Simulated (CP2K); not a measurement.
Consider pyrimidine at its PBE geometry (Å).

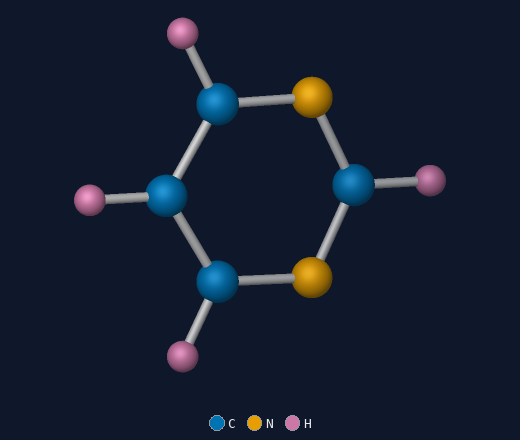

The molecule (carbon blue, nitrogen orange, hydrogen pink).

```xyz
10

C    -1.1395    0.0811    0.0008
C    -0.4947   -1.1553   -0.0398
N     0.8443   -1.2672   -0.0426
C     1.5235   -0.1083   -0.0016
N     1.0167    1.1352    0.0434
C    -0.3256    1.2135    0.0420
H    -2.2257    0.1590    0.0000
H    -1.0599   -2.0902   -0.0720
H     2.6137   -0.1866   -0.0053
H    -0.7528    2.2189    0.0751
```

Method: CP2K XAS_TDP, all-electron GAPW, PBEh(45%), aug-cc-pVDZ, TDA, GW2X-corrected core level, no relativity.

**Question.** Predict the bright core excitations at the N K edge.

Leading lines: N3 399.75 eV. The leading line of an atom is its first one with 35 % of the strongest within 2.5 eV of its lowest line over the strength cut. Core ionisation energies at this level: N3 405.85 eV.

The first six lines of each atom with a strength over 0.0015:

```csv
atom,energy (eV),states,"strength, one atom",above the computed threshold
"N3 (bonded to 2 C), 2 alike",399.75,1,0.0500,
,405.51,1,0.0019,
,406.00,1,0.0018,yes
,406.46,1,0.0048,yes
,406.99,1,0.0023,yes
,407.10,1,0.0019,yes
```

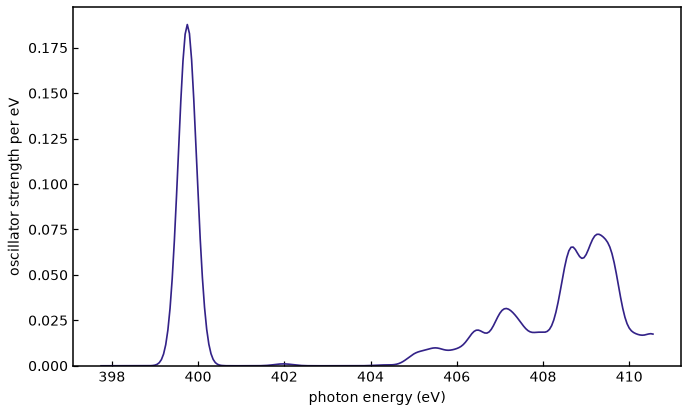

All atoms added, broadened by 0.5 eV.

Lines are vertical, at one geometry, with no vibrational structure. GW2X ionisation energies and lines can be off by 1 to 2 eV either way, and a good line position may hide errors that cancel. These values hold no scalar relativity, about 0.2 eV for N 1s. Rydberg lines, and the discretised continuum above threshold, depend on the basis and the box.

[Banner, clock and machine lines of the logs are left out without a mark of their own.]

[Logs are printed without paths, hosts, clocks, repeated set-up lines and the standing remarks that a program may print on its own settings, such as how far it seeks lower states.]

[Hosts, paths, dates, database ids (printed as entryN), source tags and the programs' standing remarks are cut or masked in the printed files.]
